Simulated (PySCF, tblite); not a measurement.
# C₆H₉BP radical: geometry, infrared bands and EPR parameters

Aim: predict the infrared bands and EPR parameters of C₆H₉BP radical (`C=CB(P)C1=CC[CH]1`).

The runs use tblite 0.8.0 and PySCF 2.14.0, with density-fitted response routines of our own; the level of theory stands in each step. All values are computed, except where a source is named. Atoms are numbered from 0 throughout.

**1. Starting geometry**

17 atoms, charge 0, multiplicity 2; geometry from: force field or distance geometry start.

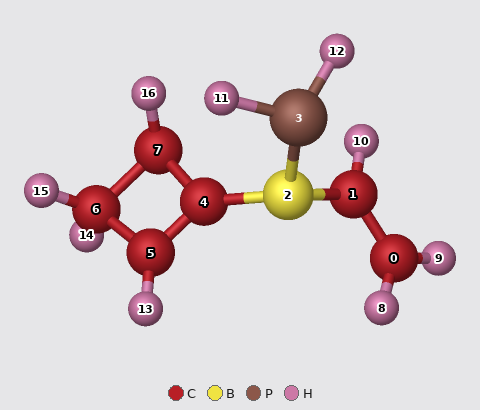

As it starts; carbon red, boron yellow, phosphorus brown, hydrogen pink, atoms numbered.

**2. Geometry optimisation with GFN2-xTB**

What the job is given:

```
{"job": {"kind": "relax", "xc": "GFN2-xTB", "basis": "xTB"}, "charge": 0, "multiplicity": 2}
C     -2.716800     1.137100     0.418000
C     -1.891100     0.352100    -0.246000
B     -0.831500    -0.513400     0.587400
P     -0.900000    -2.435800     0.348300
C      0.616100     0.083300     0.518800
C      1.409200     0.572400     1.386900
C      2.468300     0.842900     0.415200
C      1.548700     0.278300    -0.594900
H     -2.640600     1.151900     1.499600
H     -3.440200     1.721300    -0.136100
H     -1.885000     0.255800    -1.325300
H      0.430400    -2.992000     0.559900
H     -1.386900    -2.692000    -0.982100
H      1.349800     0.737100     2.476900
H      2.624800     1.939400     0.170900
H      3.425700     0.295500     0.572600
H      1.812100    -0.721800    -1.030600
```

Command:

```sh
$ OMP_NUM_THREADS=1 python probes_run.py task.json out
```

One launch serves the whole session: the jobs run in the order shown.

**Question.** This job is followed by: GFN2-xTB harmonic vibrations, gas phase; UKS B3LYP, pcH-1 on B C H P, non-relativistic, mean-field spin-orbit, GIAO. What will the session give for the following? strongest single infrared mode (GFN2-xTB); zero-point energy (GFN2-xTB); g(iso) (B3LYP); ⟨S²⟩; largest a(iso) (averaged by class); potential on the surface of density 0.002 e/bohr³, 1st and 99th percentile.

As calculated:

```
                                                                  quantity                  value
                                 strongest single infrared mode (GFN2-xTB)  2398 cm⁻¹, 139 km/mol
                                              zero-point energy (GFN2-xTB)          78.1 kcal/mol
                                                            g(iso) (B3LYP)                2.00251
                                                                      ⟨S²⟩     0.786 (exact 0.75)
                                        largest a(iso) (averaged by class)    13C on C5, 67.5 MHz
potential on the surface of density 0.002 e/bohr³, 1st and 99th percentile     -0.91 V and 0.87 V
```

In words: The optimisation took 280 steps and gained 2.216 eV; among the close pairs (by a distance rule), C4–C5 changed most, from 1.274 to 1.405 Å. No mode is imaginary among the 45: a minimum at this level. The strongest single mode, at 2398 cm⁻¹, moves mainly H11 and H12. Unscaled tight-binding wavenumbers are off by several per cent, some by more. Its intensities can rank the bands wrongly. The largest spin populations lie on C5 (0.71 e), C7 (0.69 e). The isotropic g lies 0.2 ppt above the free-electron value. These values are for one conformer; the search (at its own cheap level) found 2 more, at 0.42, 3.79 kcal/mol, and measured spectra average over such forms.
